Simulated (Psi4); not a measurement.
Two rigid molecules brought together: Br2Ge ··· HCl (SMILES [Br][Ge][Br] and Cl). Monomers: optimised at B3LYP-D3(BJ) (def2-TZVP), held rigid. Orientation: lowest of the rigid-body minima from ten starts at GFN2-xTB. Only R, the distance of the centres of mass, is varied, so the lowest point isn't the relaxed dimer.

Calculation: Psi4 1.11 with SAPT0/jun-cc-pVDZ, frozen core.

Components in kJ/mol:

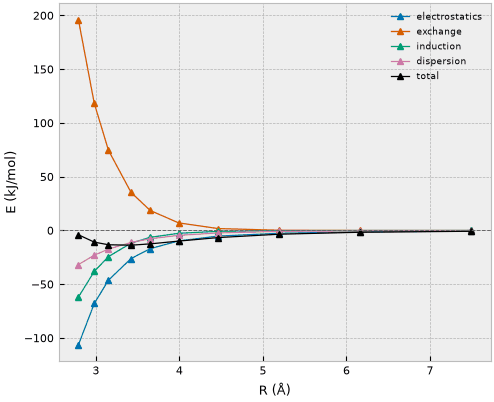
Figure. Components of the interaction energy.

| R / Å | electrostatics | exchange | induction | dispersion | total |
|---|---|---|---|---|---|
| 2.79 | -106.40 | 196.09 | -61.97 | -31.73 | -4.01 |
| 2.98 | -67.94 | 118.18 | -38.08 | -23.02 | -10.86 |
| 3.15 | -46.20 | 74.53 | -24.31 | -17.33 | -13.31 |
| 3.42 | -26.15 | 35.39 | -11.80 | -11.14 | -13.70 |
| 3.65 | -16.93 | 18.57 | -6.40 | -7.72 | -12.48 |
| 3.99 | -9.72 | 7.04 | -2.64 | -4.57 | -9.90 |
| 4.46 | -5.27 | 1.78 | -0.84 | -2.31 | -6.64 |
| 5.19 | -2.62 | 0.20 | -0.19 | -0.90 | -3.50 |
| 6.16 | -1.32 | 0.01 | -0.04 | -0.31 | -1.67 |
| 7.49 | -0.64 | 0.00 | -0.01 | -0.10 | -0.74 |
